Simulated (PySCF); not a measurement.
Na(OtBu), SMILES CC(C)([O][Na])C (C₄H₉NaO) at its GFN2-xTB optimised geometry (Å):

```
15

Na     2.4520    -1.2801     0.0000
O      0.6206    -1.2801     0.0000
C     -0.2763    -0.2555     0.0000
C     -0.0858     0.6583    -1.2294
C     -1.7141    -0.8243    -0.0408
C     -0.1375     0.6127     1.2685
H     -0.8186     1.4608    -1.2441
H     -0.1890     0.0643    -2.1341
H      0.9197     1.0914    -1.2071
H     -1.8316    -1.4290    -0.9352
H     -2.4520    -0.0264    -0.0419
H     -1.8685    -1.4608     0.8253
H      0.8686     1.0426     1.3059
H     -0.2806    -0.0131     2.1457
H     -0.8689     1.4166     1.2805
```

Calculation: B3LYP/def2-TZVP in PySCF. Cells within 0.4 Å of a nucleus heavier than hydrogen are left out (blank, or x).

Map of the Laplacian of the electron density (e/bohr⁵), clipped to [-1.50, 1.50] on the plane z = 1.2 Å:

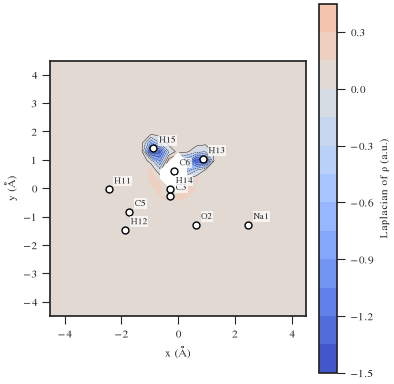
*Laplacian of the electron density (e/bohr⁵), clipped to [-1.50, 1.50] on the plane z = 1.2 Å.*
